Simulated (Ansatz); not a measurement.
Partial pair distribution functions of a relaxed model of amorphous Si24O49Ba, broadened by 0.06 Å; density 2.35 g/cm³. Computed with PBE, scalar-relativistic without spin-orbit coupling (plane waves to 420 eV, PAW; Ansatz, a program for electronic structure).

A CHGNet melt-quench gave the starting glass, which DFT then relaxed. O atoms were pushed apart under 1.9 Å during the dynamics, to hinder bonds among them. The hot cell started wider than the set density and was brought back towards it in steps. It is the lowest in DFT energy of 2 quenches. It is a model cell: composition and starting density were chosen by hand, and all elements were melted together. No dispersion term was used. Its density started from a set value of 2.35 and ended at 2.35 g/cm³. The simulated quench (nominally 480 K/ps over its main leg) is rapid and tends to freeze in more defects than a deposited or slowly cooled glass has. One small periodic cell is one sample of the glass; other quenches scatter about these values. The volume was held where the preparation left it, at a PBE pressure of -1.0 GPa (tension). Stress components on the final sampling reach 3.5 GPa.

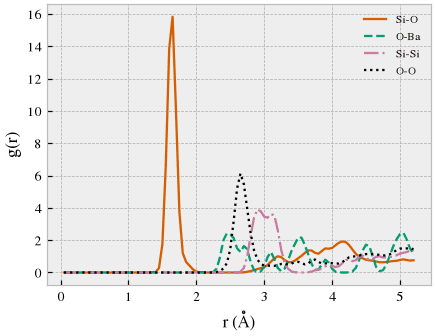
Partial pair distribution functions

Highest peaks under 4.5 Å: Si-O near 1.65 Å, O-Ba near 2.45 Å, Si-Si near 2.90 Å, O-O near 2.65 Å; pairs of few atoms are noisy.

Within 2.04 Å each Si has 4.04 O neighbours on average.
